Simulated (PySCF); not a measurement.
## A study: Cl3HOTi, SMILES `O[Ti](Cl)(Cl)Cl`

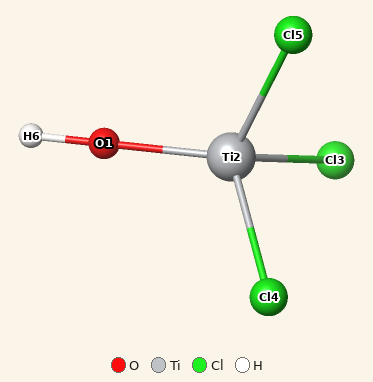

The molecule, with its atoms numbered as below. No frequency check shows the geometry to be a minimum.

Cartesian coordinates (Å):

```
O1      -0.0045   -0.0013   -2.0260
Ti2     -0.0004    0.0000   -0.3592
Cl3      0.7305    1.7882    0.5297
Cl4      1.1849   -1.5254    0.5302
Cl5     -1.9123   -0.2621    0.5339
H6      -0.0076   -0.0014   -2.9853
```

Part 1: Bonding charge

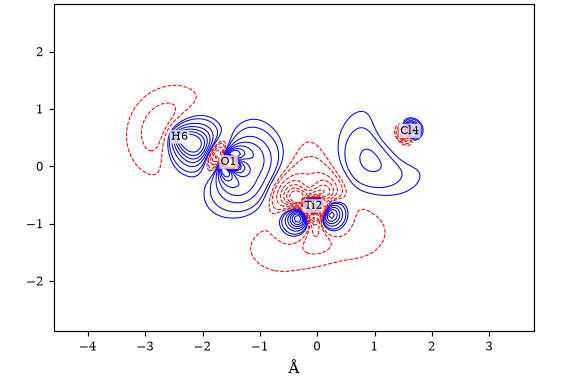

Deformation density (molecule less spherical, spin-averaged free atoms) in the plane of O1, Ti2, Cl4 and H6; contours at ±0.05 to ±0.8 e/Å³; solid blue lines: gain, dashed red lines: loss.

Computed with PySCF, PBE0/def2-TZVP, geometry: GFN2-xTB. This is a single-reference result, which may miss multireference character in this system.

**How much density has each bond in this plane gained at its critical point, relative to the free atoms?**

O1–H6: +0.76 e/Å³ at the bond critical point (bond length 0.96 Å, Mayer order 0.9). Ti2–Cl4: +0.17 e/Å³ at the bond critical point (bond length 2.13 Å, Mayer order 1.1). O1–Ti2: +0.08 e/Å³ at the bond critical point (bond length 1.67 Å, Mayer order 1.1); up to 0.6 Å beside the axis the gain reaches +0.30 e/Å³. In all, 1.4 electrons gather in the regions of gain relative to the promolecule. A small or negative value marks a very polar bond, one between electron-rich atoms, whose free-atom densities already overlap strongly, a long bond to a heavier atom, or a closed-shell contact such as a hydrogen bond.

**Where do the Hirshfeld charges lie?**

The highest Hirshfeld charge is on Ti2 (+0.49 e), the lowest on O1 (−0.30 e).

Part 2: Bond critical points

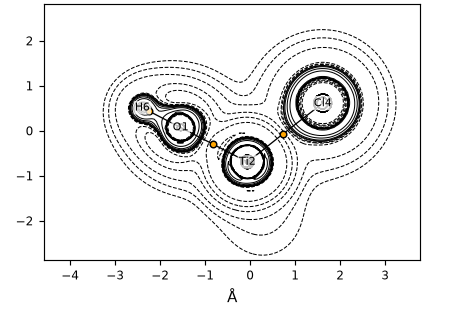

Negative Laplacian of the density (−∇²ρ) in the plane of O1, Ti2, Cl4 and H6 (solid lines positive, dashed lines negative, contours at ±0.02 to ±8 a.u.), with bond paths and bond critical points (dots).

**Sort the bonds in the plane by the sign of ∇²ρ at their critical points.**

Concentrated (∇²ρ < 0): O1–H6 (−2.50 a.u.). Depleted (∇²ρ > 0): O1–Ti2 (+1.11 a.u., H = −0.080); Ti2–Cl4 (+0.30 a.u., H = −0.039). A positive Laplacian with negative H is typical of metal–ligand bonds.

**Where along O1–H6 does the critical point lie?**

0.79 Å from O1 and 0.17 Å from H6.

Part 3: Electrostatic potential

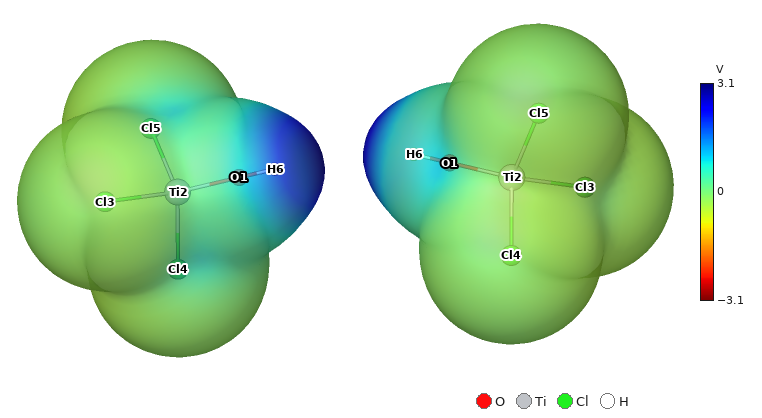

Electrostatic potential on the surface of electron density 0.001 a.u. (back view left, front view right).

**Where are the extremes of the potential on the surface?**

Highest: 3.08 V, 1.1 Å from H6. Further maxima include 0.94 V, off the O1–Ti2 bond (2.2 Å from its atoms); 0.88 V, off the O1–Ti2 bond (2.2 to 2.3 Å from its atoms). Lowest: −0.43 V, 2.1 Å from Cl4, and at like points elsewhere. The surface is sampled at points, so like sites can differ by a few per cent and only the strongest of them is named.

**What volume does the surface enclose, and what is the dipole moment?**

About 135 Å³; the dipole moment is 3.5 D.

Part 4: In an electric field

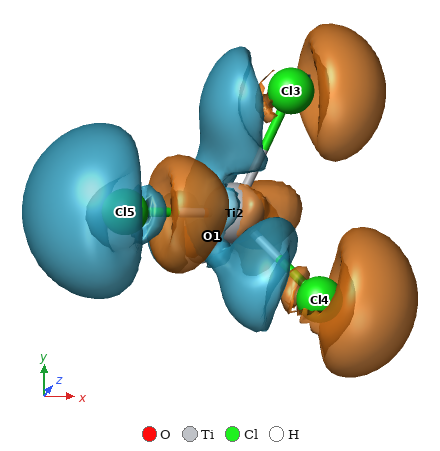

Change of the electron density in a uniform field of 0.21 V/Å, surfaces at ±0.0015 e/Å³ (light blue: gain, orange: loss).

Level of theory: PBE0/def2-TZVP (PySCF), at a geometry from GFN2-xTB. This is a single-reference result, which may miss multireference character in this system. A basis without diffuse functions makes polarisabilities too small.

**Along which Cartesian direction does the field point?**

Along +x: electrons gather on the −x side, against the field.

**What dipole is induced, and what polarisability does it imply?**

The induced dipole is 0.76 D (along the field); α along this axis, from the fields in both directions, is 75 bohr³ (11.2 Å³).

**Which atoms gain and lose the most charge?**

Electrons gather most on Cl5 (Hirshfeld charge changes by −0.026 e) and leave Cl4 most (+0.016 e); 0.058 electrons are displaced in all.

Part 5: Removing or adding an electron

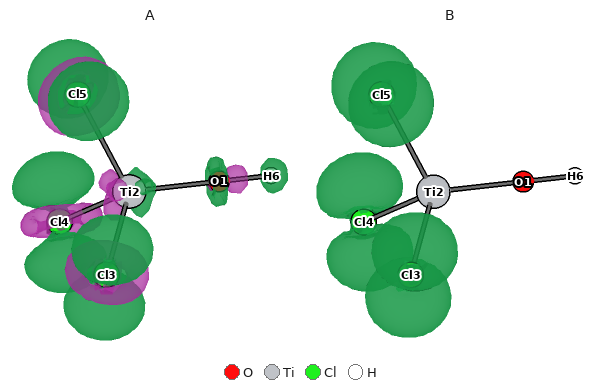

The Fukui function f⁻ from two separate SCF calculations and the density of the HOMO, at ±0.03 e/Å³ (green positive, purple negative).

PySCF calculation, PBE0/def2-TZVP, gas phase; geometry: GFN2-xTB. This is a single-reference result, which may miss multireference character in this system.

**Which panel is which, and how good is the frozen-orbital picture?**

A is f⁻ (it has negative regions), B the HOMO density. The HOMO lies on Cl3, Cl4 and Cl5 (32 % each); f⁻ (Hirshfeld-condensed) is largest on Cl3, Cl4 and Cl5 (0.28 each); the vertical ionisation energy is 10.96 eV (the stability of the cation's solution wasn't checked). Relaxation shifts 12 % of the electron between atoms. The orbital energy is −8.99 eV.
